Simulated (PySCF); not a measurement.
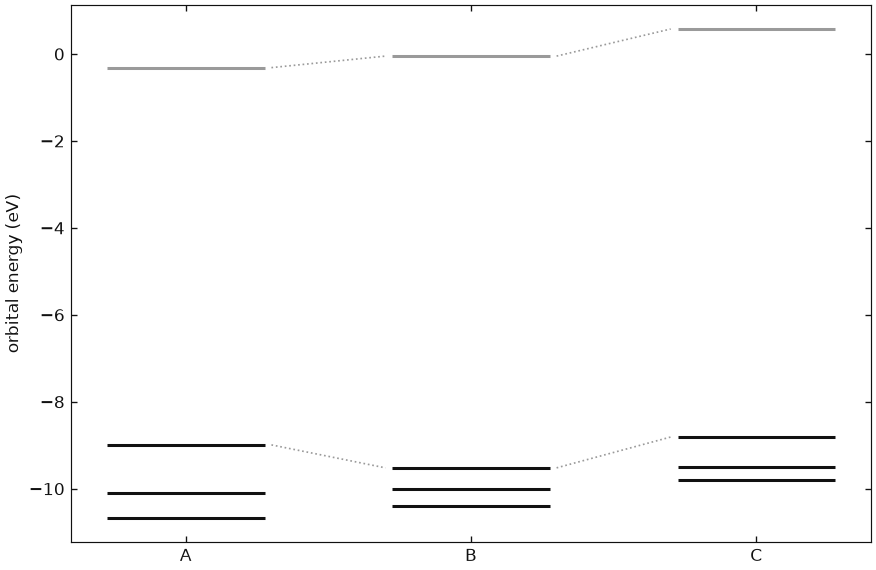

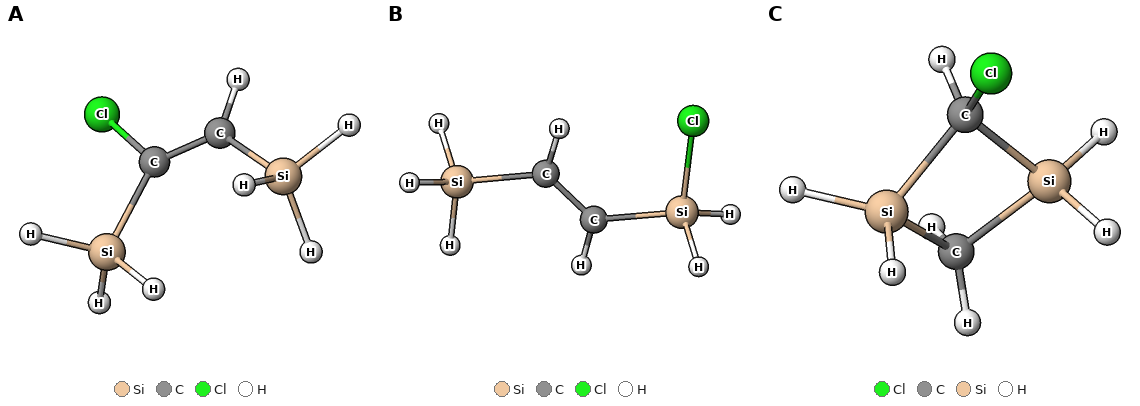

Related molecules: A is C₂H₇ClSi₂, SMILES [SiH3]/C=C(\[SiH3])Cl; B is C₂H₇ClSi₂, SMILES [SiH3]/C=C/[SiH2]Cl; C is C₂H₇ClSi₂, SMILES ClC1[SiH2]C[SiH2]1. Frontier orbital energies, CAM-B3LYP/def2-SVPD with PySCF, at a PBE0-D3(BJ)/def2-SVP geometry (no frequency check); drawn are at most three filled levels and, in grey, the LUMO with any level within 0.03 eV of it; dotted lines join the HOMOs and the LUMOs.

What does the change do to the frontier levels?

From A to B the HOMO falls by 0.53 eV and the LUMO rises by 0.27 eV, so the separation goes from 8.68 to 9.47 eV. From A to C the HOMO rises by 0.18 eV and the LUMO rises by 0.89 eV, so the separation goes from 8.68 to 9.39 eV.

Does the ΔSCF ionisation energy follow the HOMO?

A: −ε(HOMO) 8.99, ΔSCF 9.70 eV; B: −ε(HOMO) 9.52, ΔSCF 10.21 eV; C: −ε(HOMO) 8.81, ΔSCF 9.58 eV.

Caveats, for all or some of the runs: empty levels above zero depend strongly on the basis; one conformer of a flexible molecule.
